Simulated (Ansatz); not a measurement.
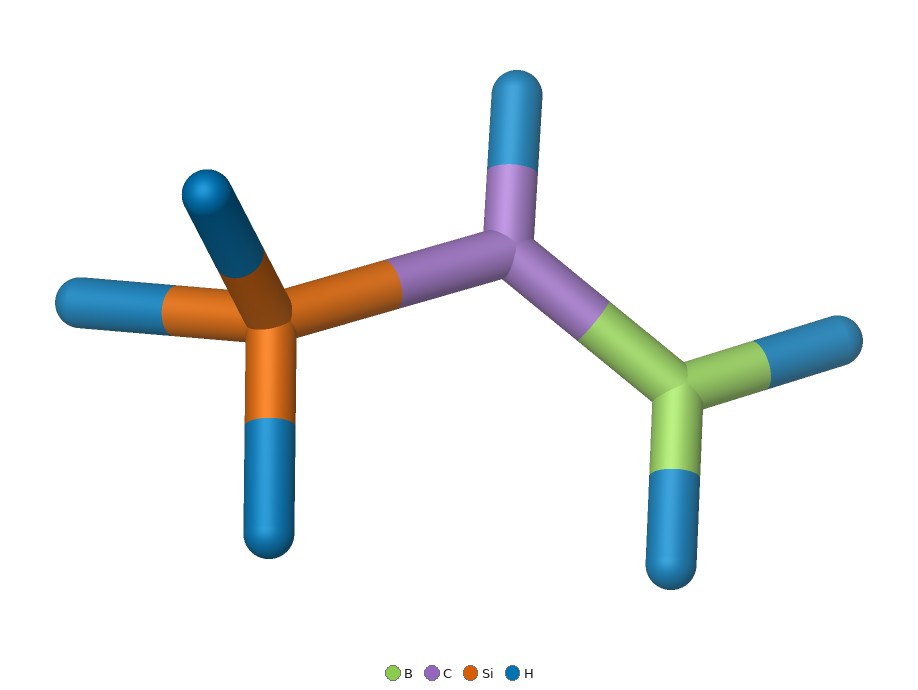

Charge −1, singlet. The computed structure is the end point of a PBE-D4/def2-SVPD optimisation. No frequency run is at hand to confirm it as a minimum. Method: RKS PBE-D4/def2-SVPD (Ansatz 0.2.0).

Question: Give the dispersion correction at this level.

Answer: −17.9 kJ/mol.
